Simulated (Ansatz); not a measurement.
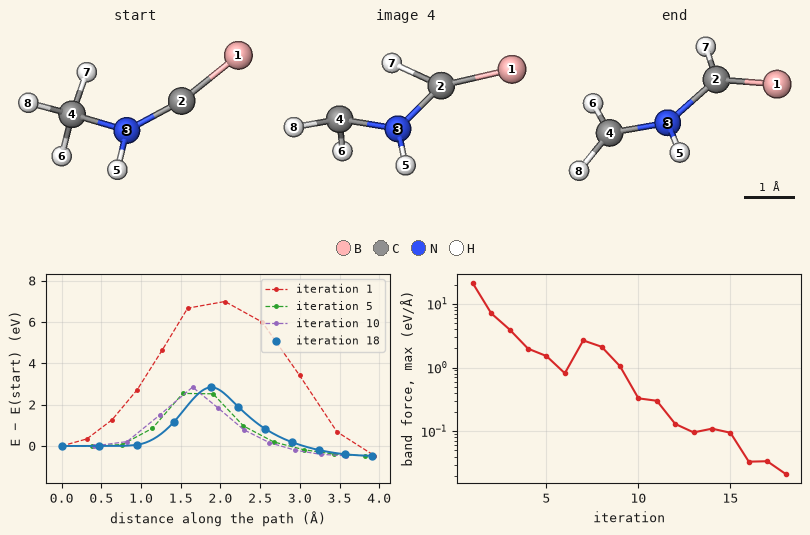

NEB run on C$_{2}$H$_{4}$BN. Images are numbered from 0 (start) to 10 (end). The plot follows the band through its iterations. A ball-and-stick model, seen from a free direction.

The calculation used RKS BHLYP/6-31G* (Ansatz 0.2.0). Settings: 9 movable images; climbing image; force threshold 0.03 eV/Å; iteration limit 60; starting path through a guess of the saddle point.

> How did the profile develop, and is the result final?

The result is final at these settings. The band converged in 18 iterations. The largest component of the band force went from 21 to 0.021 eV/Å. The climbing image converged on the top of the path. Its vibrational analysis gives one imaginary mode (2040i cm⁻¹), as a transition state must have. The first iteration put the highest image at 6.99 eV. Forward barrier 2.84 eV, backward barrier 3.31 eV, with image 4 at the top; the reaction energy is −0.47 eV.

Cost: 5.9 min on 1 thread of Arm Neoverse V1, on a shared host, peak memory 0.13 GiB.
